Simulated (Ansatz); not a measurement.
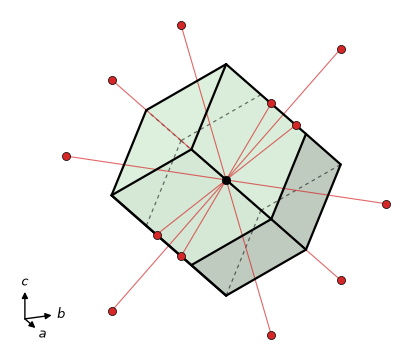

The Wigner–Seitz cell of the crystal's lattice, with lines to the lattice points that define its faces. Crystal: Si, the input geometry of an electronic-structure calculation (not necessarily at equilibrium). The drawing is computed from the coordinates (standard cell, symmetry found to 0.002 Å).

a = 5.441 Å, b = 5.441 Å, c = 5.441 Å, α = 90.00°, β = 90.00°, γ = 90.00°; lattice centring F.

> What is the cell's combinatorial type?

A rhombic dodecahedron: 12 faces (12 with 4 edges), 24 edges, 14 vertices. Its volume is that of the primitive cell, 40.3 Å³.

> Which lattice vectors do the faces bisect?

```tsv
example	length (Å)	faces	edges of each	area (Å²)
1/2 a + 1/2 b	3.85	12	4	5.2
```
